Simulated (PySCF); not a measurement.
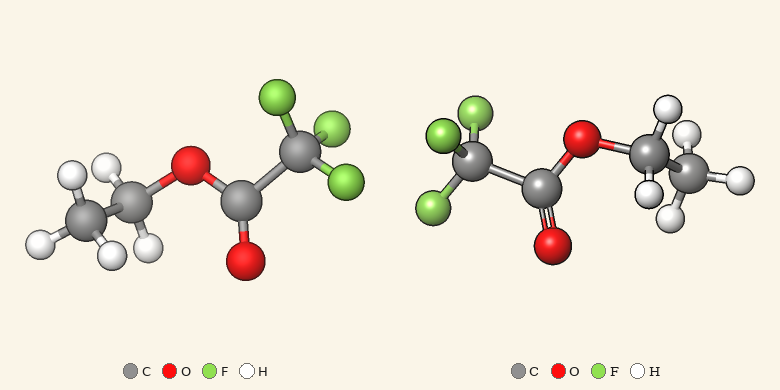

Both panels show the same species.

The computed structure is the end point of a GFN2-xTB optimisation. No frequency run is at hand to confirm it as a minimum.

Which formula does it have?

Answer. C₄H₅F₃O₂, 14 atoms: 4 carbon, 5 hydrogen, 3 fluorine and 2 oxygen.

Give the symmetry (Schoenflies symbol).

Answer. C1.

How many bonds of each kind are drawn?

Answer. 5 C–H, 3 C–O, 3 C–F, 2 C–C.

Give a SMILES string for it.

Answer. CCOC(=O)C(F)(F)F

Does it have rings?

Answer. It has no ring.

The parts below concern this one geometry. Atoms keep their numbers from picture to picture.

Quadrupole coupling

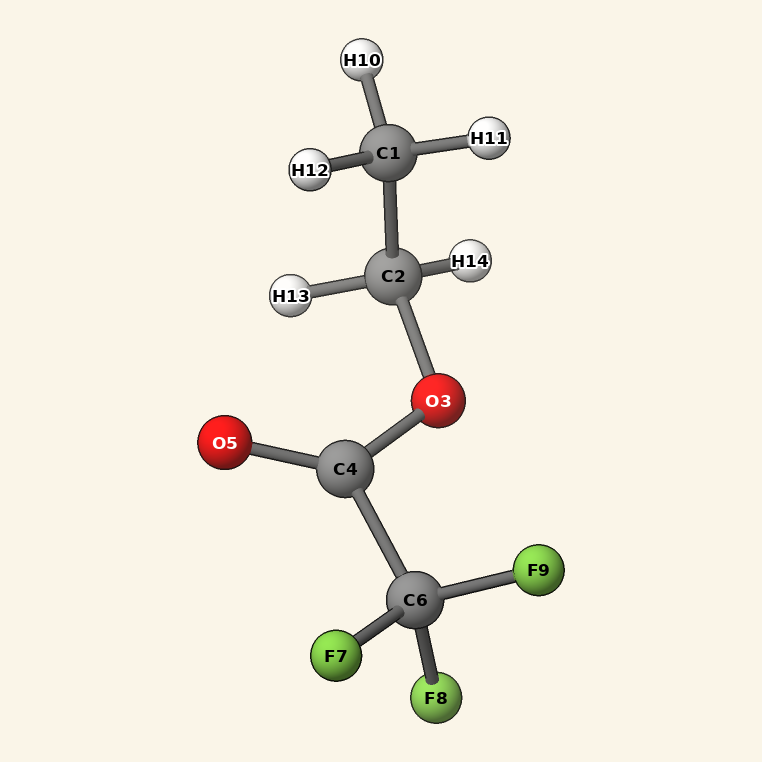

No frequency run is at hand to confirm it as a minimum. Electric field gradients from the ground-state density, B3LYP/pcJ-1 (PySCF 2.14.0), non-relativistic apart from any core potentials.

Give the largest field-gradient component, the quadrupole coupling constant and the asymmetry for 17O at O3 (Q = −25.6 mb), 17O at O5 (Q = −25.6 mb).

| atom | V_zz (a.u.) | e²qQ/h (MHz) | η |
| --- | --- | --- | --- |
| O3 | 1.633 | −9.82 | 0.26 |
| O5 | −1.623 | 9.76 | 0.26 |

Electronic properties

No frequency run is at hand to confirm it as a minimum. Properties computed with B3LYP/pcJ-1, gas phase (PySCF 2.14.0).

Estimate the HOMO energy (Kohn–Sham orbital).

Answer. −8.67 eV.

Estimate the dipole moment.

Answer. 3.43 D.

Estimate the LUMO energy (Kohn–Sham orbital).

Answer. −1.07 eV.

Spin–spin coupling

No frequency run is at hand to confirm it as a minimum. Method: B3LYP/pcJ-1 indirect spin-spin coupling, non-relativistic, gas phase (PySCF 2.14.0). Isotopes: 13C, 19F, 1H, 17O.

Give the spin–spin coupling constants of these pairs, with the number of bonds between them: C6/F9, C4/F7, C4/F8, C4/F9, F7/F8, F7/F9, O3/F7, O3/F9, O5/F8, O5/F7.

| pair | bonds apart | J (Hz) |
| --- | --- | --- |
| C6, F9 | 1 | −368.1 |
| C4, F7 | 2 | 46.7 |
| C4, F8 | 2 | 42.7 |
| C4, F9 | 2 | 40.9 |
| F7, F8 | 2 | 68.1 |
| F7, F9 | 2 | 41.8 |
| O3, F7 | 3 | −7.7 |
| O3, F9 | 3 | 2.5 |
| O5, F8 | 3 | 2.0 |
| O5, F7 | 3 | −0.7 |

Density functionals are unreliable for couplings to fluorine, so those rows may be far off.
